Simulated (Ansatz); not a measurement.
# HOF (SMILES OF) at CCSD(T)/STO-3G

Aim: the vertical singlet–triplet gap of HOF at CCSD(T)/STO-3G, from 2 runs. 

Program for the calculation: Ansatz 0.2.0.

41 further runs of the same task are left out: 1 that didn't finish, 40 set aside as unsound or not needed.

## 1. The system as given

HOF has 3 atoms, charge 0, and is taken as a singlet. SMILES: `OF`. Geometry: relaxed at GFN2-xTB.

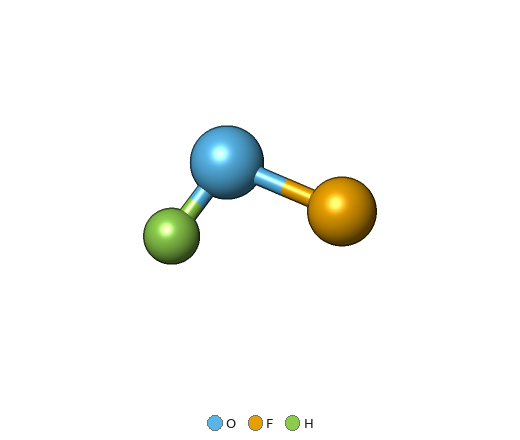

The structure, seen from a chosen angle (oxygen blue, fluorine amber, hydrogen green).

## 2. The energy at CCSD(T)/STO-3G

Input file run.yaml:

```yaml
crystal:
  periodic: [false, false, false]
  atoms:
    - symbol: O
      position_ang: [0.414430, -0.197140, 0.208800]
    - symbol: F
      position_ang: [-0.212000, 1.020440, -0.004820]
    - symbol: H
      position_ang: [-0.202430, -0.823300, -0.203980]
basis:
  gaussian: {orbitals: STO-3G}
accuracy: high
scf: {omitted_lower_state_checks: [cluster_reference, increment]}
magnetization: {spin_polarized: false}
correlation: {method: ccsd_t, frozen_orbitals: {F: 1, H: 0, O: 1}}
```

Command:

```
$ ansatz run run.yaml --threads 1 --pin off --max-ram 2610MiB --events-out events.jsonl --progress --plain --runs-dir runs
```

Log, cut to the lines that bear on the results:

```text
Warning: RAYON_NUM_THREADS=1 ignored (pool sized by the plan → 1); use --threads N
Functional definition: HF
  name "HF"
[...]
168 factors; integrals over basis functions are off by at most 3.5e-8 eV
[...]
mean field -4690.46218421 eV, -172.3713059604 hartree, gradient 2.4e-8 eV, S^2 0.000000; 0 other end points of the search recorded, 0 dependent functions left out
2 core orbitals not correlated: weight in the atoms' cores, before any rotation towards them, 1.000 or more for the frozen orbitals, at most 0.000 for the correlated occupied ones
reference -4690.46218421 eV, -172.3713059604 hartree; 7, 7 occupied and 2, 2 virtual orbitals, 168 factors
second order -1.61460896 eV of doubles, -0.00000000 eV of singles
cycle   1  -2.05155677 eV  change   -4.4e-1 eV  update   5.3e-2
[...]
cycle  24  -2.30864621 eV  change   8.0e-10 eV  update  2.5e-10
perturbative correction -0.00827547 eV, -0.0003041180 hartree
Total energy: -4692.77910590 eV, -172.4564512618 hartree
Checks for a lower state left out: cluster_reference, increment
```

Run time: 0.08 s. Hardware: 1 thread of Arm Neoverse V2, shared host.

## 3. The triplet at the same level

Input file molecule.yaml:

```yaml
crystal:
  periodic: [false, false, false]
  atoms:
    - {symbol: O, position_ang: [0.414430, -0.197140, 0.208800]}
    - {symbol: F, position_ang: [-0.212000, 1.020440, -0.004820]}
    - {symbol: H, position_ang: [-0.202430, -0.823300, -0.203980]}
basis:
  gaussian: {orbitals: STO-3G}
magnetization: {spin_polarized: true, initial_magnetization: 2}
correlation: {method: ccsd_t, frozen_orbitals: {F: 1, H: 0, O: 1}}
accuracy: high
scf: {omitted_lower_state_checks: [cluster_reference, increment]}
```

Command:

```
$ ansatz run molecule.yaml --threads 1 --pin off --max-ram 2610MiB --events-out events.jsonl --progress --plain --runs-dir runs
```

Log, cut to the lines that bear on the results:

```text
Warning: RAYON_NUM_THREADS=1 ignored (pool sized by the plan → 1); use --threads N
[... 2 set-up lines as earlier in the session ...]
[...]
168 factors; integrals over basis functions are off by at most 3.5e-8 eV
[...]
mean field -4685.29989048 eV, -172.1815951650 hartree, gradient 2.6e-8 eV, S^2 2.006038; 5 other end points of the search recorded, 0 dependent functions left out
2 core orbitals not correlated: weight in the atoms' cores, before any rotation towards them, 1.000 or more for the frozen orbitals, at most 0.000 for the correlated occupied ones
reference -4685.29989048 eV, -172.1815951650 hartree; 8, 6 occupied and 1, 3 virtual orbitals, 168 factors
second order -0.82702870 eV of doubles, -0.00000000 eV of singles
cycle   1  -1.11948313 eV  change   -2.9e-1 eV  update   6.4e-2
[...]
cycle  28  -1.84575137 eV  change    1.2e-9 eV  update  4.2e-10
perturbative correction -0.01053216 eV, -0.0003870498 hartree
Total energy: -4687.15617402 eV, -172.2498123266 hartree
Checks for a lower state left out: cluster_reference, increment
```

It took 0.16 s on 1 thread of Arm Neoverse V2, shared host.

## 4. Summary of results

Level: CCSD(T)/STO-3G, 2 core orbitals frozen.

| quantity | value |
| --- | --- |
| singlet: total energy | -172.45645 Eh |
| singlet: correlation energy (2 core orbitals frozen) | -85.1 mEh |
| singlet: (T) correction | -0.30 mEh |
| singlet: T1 diagnostic | 0.007 |
| triplet: total energy | -172.24981 Eh |
| triplet: correlation energy (2 core orbitals frozen) | -68.2 mEh |
| triplet: (T) correction | -0.39 mEh |
| triplet: ⟨S²⟩ of the reference determinant | 2.006 |
| triplet: T1 diagnostic | 0.064 |
| vertical energy of the triplet above the singlet | 5.623 eV |

What this shows: At this shape the triplet lies 5.62 eV (130 kcal/mol) above the singlet. In a minimal basis such a difference can be off by several eV, whatever the method. The triples (singlet) make up 0.4 % of the correlation energy. The T1 diagnostic (triplet) of 0.064 is above the customary mark for such species, so a single reference may not serve. The triples (triplet) make up 0.6 % of the correlation energy.
